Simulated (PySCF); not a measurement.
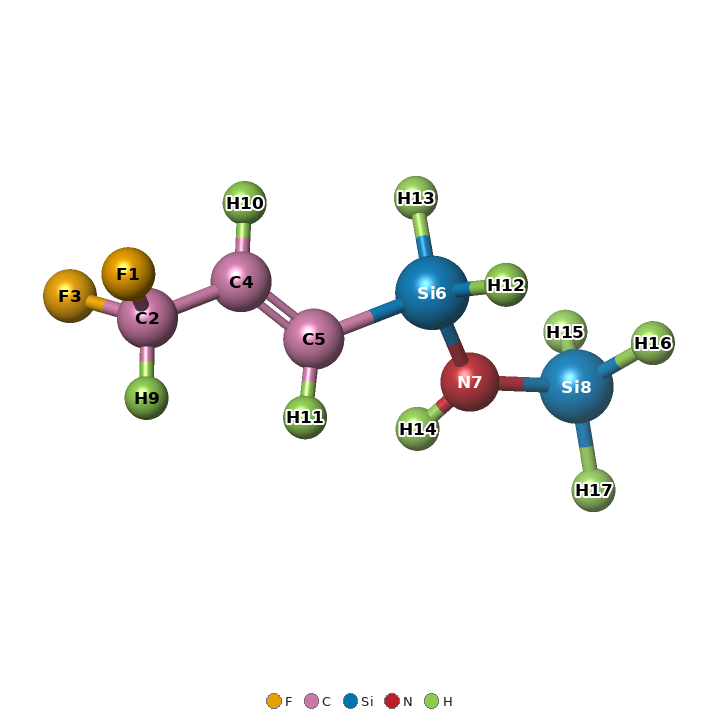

The geometry was computed by an optimisation with GFN2-xTB. No frequency run is at hand to confirm it as a minimum. Electric field gradients from the ground-state density, PBE0/pcSseg-1 (PySCF 2.14.0), non-relativistic apart from any core potentials.

Give the largest field-gradient component, the quadrupole coupling constant and the asymmetry for 14N at N7 (Q = 20.44 mb), 2H at H9 (Q = 2.86 mb), 2H at H10 (Q = 2.86 mb).

```csv
atom,V_zz (a.u.),e²qQ/h (MHz),η
N7,−0.785,−3.77,0.43
H9,0.267,0.180,0.01
H10,0.324,0.218,0.07
```

The geometry is semi-empirical. Around Si such bond lengths and angles can be off by a tenth of an ångström or more and by several degrees, and values that hang on the shape move with them.
